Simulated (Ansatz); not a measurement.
## Geometry relaxation, with input and output: SnH2Cl2 (part 1 of 2)

- system: SnH2Cl2
- method: RKS LDA/def2-SVP (Ansatz 0.2.0)

The input holds or restrains some coordinates. It belongs to a series of runs on one base structure; here: pulled along the bonds that form and break, towards end B. Figures and captions count atoms from 1; the log counts them from 0 in places.

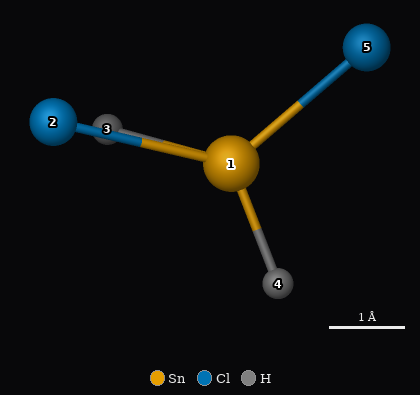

**Figure 1.** The structure as given in the input (ball-and-stick view, seen on its broad side; atoms are numbered from 1 in the order of the input). Sticks mark near contacts.

## Key numbers

| quantity | value |
| --- | --- |
| outcome | converged under the restraints of the input |
| total energy | −30811.2387 eV |
| mean-field energy | −30811.2387 eV |
| largest force (length of the vector) at the end, held atoms and coordinates included | 1.047 eV/Å |
| hardware | 1 thread of Arm Neoverse V1, 24 GiB of memory available, shared host |
| wall time | 13 s |
| peak memory | 0.12 GiB |

## The input
```yaml
crystal:
  periodic: [false, false, false]
  atoms:
    - { symbol: Sn, position_ang: [0.0, 0.0, 0.0] }
    - { symbol: Cl, position_ang: [1.5152, 0.0, 2.1251] }
    - { symbol: H, position_ang: [1.9164, 0.0, 0.3021] }
    - { symbol: H, position_ang: [-0.8195, 1.4198, -0.5794] }
    - { symbol: Cl, position_ang: [-1.1351, -1.9666, -0.8025] }
basis:
  gaussian: { orbitals: def2-SVP }
hamiltonian:
  xc: lda
relax:
  f_tol: 0.15
  max_steps: 25
  restrain:
    - { distance: [1, 2], at: 1.37, k: 30.0 }
    - { distance: [0, 1], at: 3.61, k: 30.0 }
    - { distance: [0, 2], at: 2.94, k: 30.0 }
output:
  orbitals: {}
```

Run as:
```bash
ansatz run input.yaml --threads 1 --pin off --max-ram 2048MiB --backend cpu --events-out ev --progress --plain --runs-dir out
```

## Output
```
The last accepted step is kept in [file] (removed where the run ends without a failure and the disk answers)
Engine: ansatz 0.2.0, aarch64-unknown-linux-gnu
Functional definition: SPW92
  exchange = slater_x
  correlation = pw_c
797 factors; their error is unknown
mean field evaluation 1: about -30808.9204 eV, gradient 2.0e1 eV
mean field evaluation 2: about -30800.1998 eV, gradient 5.5e1 eV
mean field evaluation 4: about -30809.9993 eV, gradient 5.9e0 eV
mean field evaluation 8: about -30810.1376 eV, gradient 1.3e-1 eV
mean field evaluation 16: about -30810.1087 eV, gradient 5.6e-5 eV
mean field -30810.10873498 eV, -1132.2506121688 hartree, gradient 1.1e-5 eV, S^2 0.000000; 1 other end points of the search recorded, 0 dependent functions left out
the calculation of the forces begins
reference -30810.10876759 eV, -1132.2506133673 hartree; 29, 29 occupied and 43, 43 virtual orbitals, 797 factors
relax step   1: F+E_penalty+E_count = -30810.10873498 eV  Δ(F+E_penalty+E_count) = +0.000e0 eV  max|allowed force component| = 2.566e0 eV/Å  E_restraint = 33.69885146 eV  max|allowed force component, restraints' pulls added| = 4.448e1 eV/Å  Δτ_max = 0.0000 Å  (39 SCF iters, accepted)
  distance Cl 1 - H 2 = 1.8666 Å
  distance Sn 0 - Cl 1 = 2.6100 Å
  distance Sn 0 - H 2 = 1.9401 Å
these checks for a lower state are left out or cut short: starts, cluster_reference, orbital_swaps, neighbouring_geometries, increment
797 factors; their error is unknown
mean field -30809.44840785 eV, -1132.2263455942 hartree, gradient 9.5e-6 eV, S^2 0.000000; 0 other end points of the search recorded, 0 dependent functions left out
the calculation of the forces begins
reference -30809.44844013 eV, -1132.2263467805 hartree; 29, 29 occupied and 43, 43 virtual orbitals, 797 factors
relax step   2: F+E_penalty+E_count = -30809.44840785 eV  Δ(F+E_penalty+E_count) = +6.603e-1 eV  max|allowed force component| = 4.382e0 eV/Å  E_restraint = 19.08270279 eV  max|allowed force component, restraints' pulls added| = 3.031e1 eV/Å  Δτ_max = 0.1950 Å  (36 SCF iters, accepted)
  distance Cl 1 - H 2 = 1.8177 Å
  distance Sn 0 - Cl 1 = 2.8660 Å
  distance Sn 0 - H 2 = 2.2201 Å
these checks for a lower state are left out or cut short: starts, cluster_reference, orbital_swaps, neighbouring_geometries, increment
797 factors; their error is unknown
mean field evaluation 32: about -30808.9940 eV, gradient 8.2e-1 eV
mean field -30808.97885062 eV, -1132.2090896843 hartree, gradient 1.2e-5 eV, S^2 0.000000; 0 other end points of the search recorded, 0 dependent functions left out
the calculation of the forces begins
reference -30808.97888250 eV, -1132.2090908560 hartree; 29, 29 occupied and 43, 43 virtual orbitals, 797 factors
relax step   3: F+E_penalty+E_count = -30808.97885062 eV  Δ(F+E_penalty+E_count) = +4.696e-1 eV  max|allowed force component| = 5.099e0 eV/Å  E_restraint = 7.78676746 eV  max|allowed force component, restraints' pulls added| = 1.663e1 eV/Å  Δτ_max = 0.1949 Å  (34 SCF iters, accepted)
  distance Cl 1 - H 2 = 1.6825 Å
  distance Sn 0 - Cl 1 = 3.1293 Å
  distance Sn 0 - H 2 = 2.5036 Å
these checks for a lower state are left out or cut short: starts, cluster_reference, orbital_swaps, neighbouring_geometries, increment
797 factors; their error is unknown
mean field -30809.31464355 eV, -1132.2214298469 hartree, gradient 8.0e-5 eV, S^2 0.000000; 0 other end points of the search recorded, 0 dependent functions left out
the calculation of the forces begins
reference -30809.31467514 eV, -1132.2214310079 hartree; 29, 29 occupied and 43, 43 virtual orbitals, 797 factors
relax step   4: F+E_penalty+E_count = -30809.31464355 eV  Δ(F+E_penalty+E_count) = -3.358e-1 eV  max|allowed force component| = 4.957e0 eV/Å  E_restraint = 1.30001752 eV  max|allowed force component, restraints' pulls added| = 7.497e0 eV/Å  Δτ_max = 0.1949 Å  (30 SCF iters, accepted)
  distance Cl 1 - H 2 = 1.4759 Å
  distance Sn 0 - Cl 1 = 3.3865 Å
  distance Sn 0 - H 2 = 2.7803 Å
these checks for a lower state are left out or cut short: starts, cluster_reference, orbital_swaps, neighbouring_geometries, increment
797 factors; their error is unknown
mean field -30810.46853961 eV, -1132.2638347449 hartree, gradient 7.1e-5 eV, S^2 0.000000; 0 other end points of the search recorded, 0 dependent functions left out
the calculation of the forces begins
reference -30810.46857165 eV, -1132.2638359225 hartree; 29, 29 occupied and 43, 43 virtual orbitals, 797 factors
relax step   5: F+E_penalty+E_count = -30810.46853961 eV  Δ(F+E_penalty+E_count) = -1.154e0 eV  max|allowed force component| = 2.795e0 eV/Å  E_restraint = 0.04019833 eV  max|allowed force component, restraints' pulls added| = 1.932e0 eV/Å  Δτ_max = 0.1928 Å  (29 SCF iters, accepted)
  distance Cl 1 - H 2 = 1.3356 Å
  distance Sn 0 - Cl 1 = 3.5715 Å
  distance Sn 0 - H 2 = 2.9363 Å
these checks for a lower state are left out or cut short: starts, cluster_reference, orbital_swaps, neighbouring_geometries, increment
797 factors; their error is unknown
mean field -30810.97505420 eV, -1132.2824488128 hartree, gradient 8.5e-5 eV, S^2 0.000000; 0 other end points of the search recorded, 0 dependent functions left out
the calculation of the forces begins
reference -30810.97508618 eV, -1132.2824499880 hartree; 29, 29 occupied and 43, 43 virtual orbitals, 797 factors
relax step   6: F+E_penalty+E_count = -30810.97505420 eV  Δ(F+E_penalty+E_count) = -5.065e-1 eV  max|allowed force component| = 1.162e0 eV/Å  E_restraint = 0.00564487 eV  max|allowed force component, restraints' pulls added| = 7.112e-1 eV/Å  Δτ_max = 0.1946 Å  (29 SCF iters, accepted)
  distance Cl 1 - H 2 = 1.3529 Å
  distance Sn 0 - Cl 1 = 3.6062 Å
  distance Sn 0 - H 2 = 2.9317 Å
these checks for a lower state are left out or cut short: starts, cluster_reference, orbital_swaps, neighbouring_geometries, increment
797 factors; their error is unknown
mean field -30811.18321463 eV, -1132.2900985677 hartree, gradient 8.9e-5 eV, S^2 0.000000; 0 other end points of the search recorded, 0 dependent functions left out
the calculation of the forces begins
reference -30811.18324652 eV, -1132.2900997396 hartree; 29, 29 occupied and 43, 43 virtual orbitals, 797 factors
relax step   7: F+E_penalty+E_count = -30811.18321463 eV  Δ(F+E_penalty+E_count) = -2.082e-1 eV  max|allowed force component| = 1.135e0 eV/Å  E_restraint = 0.00720567 eV  max|allowed force component, restraints' pulls added| = 5.313e-1 eV/Å  Δτ_max = 0.2000 Å  (29 SCF iters, accepted)
  distance Cl 1 - H 2 = 1.3483 Å
  distance Sn 0 - Cl 1 = 3.6111 Å
  distance Sn 0 - H 2 = 2.9372 Å
these checks for a lower state are left out or cut short: starts, cluster_reference, orbital_swaps, neighbouring_geometries, increment
797 factors; their error is unknown
mean field evaluation 64: about -30811.2601 eV, gradient 3.4e-1 eV
mean field -30811.23298282 eV, -1132.2919275148 hartree, gradient 1.2e-5 eV, S^2 0.000000; 0 other end points of the search recorded, 0 dependent functions left out
the calculation of the forces begins
reference -30811.23301454 eV, -1132.2919286806 hartree; 29, 29 occupied and 43, 43 virtual orbitals, 797 factors
relax step   8: F+E_penalty+E_count = -30811.23298282 eV  Δ(F+E_penalty+E_count) = -4.977e-2 eV  max|allowed force component| = 9.993e-1 eV/Å  E_restraint = 0.01323353 eV  max|allowed force component, restraints' pulls added| = 1.519e-1 eV/Å  Δτ_max = 0.1683 Å  (30 SCF iters, accepted)
  distance Cl 1 - H 2 = 1.3412 Å
  distance Sn 0 - Cl 1 = 3.6032 Å
  distance Sn 0 - H 2 = 2.9374 Å
these checks for a lower state are left out or cut short: starts, cluster_reference, orbital_swaps, neighbouring_geometries, increment
797 factors; their error is unknown
mean field -30811.23865939 eV, -1132.2921361248 hartree, gradient 7.4e-6 eV, S^2 0.000000; 0 other end points of the search recorded, 0 dependent functions left out
the calculation of the forces begins
reference -30811.23869102 eV, -1132.2921372874 hartree; 29, 29 occupied and 43, 43 virtual orbitals, 797 factors
relax step   9: F+E_penalty+E_count = -30811.23865939 eV  Δ(F+E_penalty+E_count) = -5.677e-3 eV  max|allowed force component| = 1.022e0 eV/Å  E_restraint = 0.01322243 eV  max|allowed force component, restraints' pulls added| = 2.833e-2 eV/Å  Δτ_max = 0.0592 Å  (26 SCF iters, accepted)
  distance Cl 1 - H 2 = 1.3416 Å
  distance Sn 0 - Cl 1 = 3.6015 Å
  distance Sn 0 - H 2 = 2.9392 Å
```

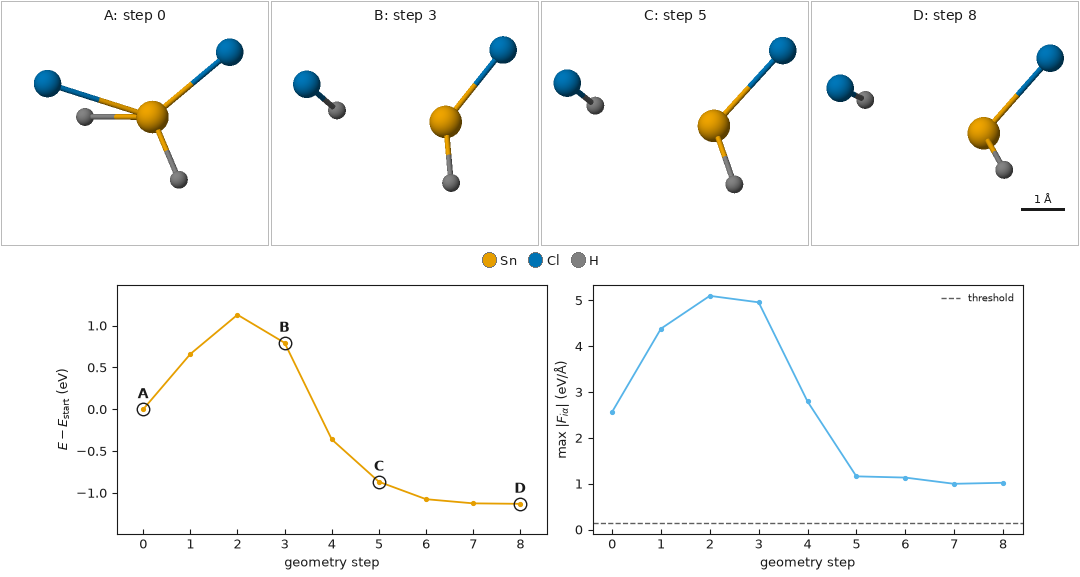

**Figure 2.** Frames of the restrained relaxation (ball-and-stick view, seen at a tilt) above the curves, on which the letters mark them (the first geometry is step 0 here and step 1 in the log).

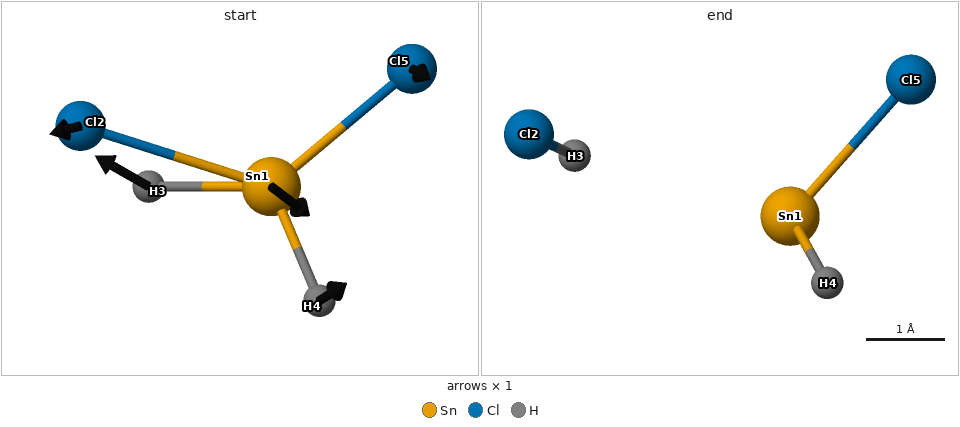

**Figure 3.** Before (left) and after (right) the restrained relaxation, at one scale (ball-and-stick view, seen at a tilt). The black arrows give the displacements, at true length. The atom that moves furthest after the best rigid fit is H3 (0.82 Å). Largest moves by element: H 0.82 Å, Sn 0.80 Å, Cl 0.45 Å. Among the contacts that change: Sn1–H3 1.940 → 2.939 Å, Sn1–Cl2 2.610 → 3.602 Å, Cl2–H3 1.867 → 1.342 Å, Sn1–H4 1.739 → 1.792 Å. New bonds form: Cl2–H3 (1.87 → 1.34 Å). Bonds break: Sn1–Cl2 (2.61 → 3.60 Å), Sn1–H3 (1.94 → 2.94 Å). Among the angles that change: H4–Sn1–Cl5 109.5° → 94.4°. The energy falls by 1.130 eV in 8 geometry steps. Largest force component: 2.6 eV/Å at the start, 1 eV/Å at the end. (Atoms are counted from 1 in the order of the input.)
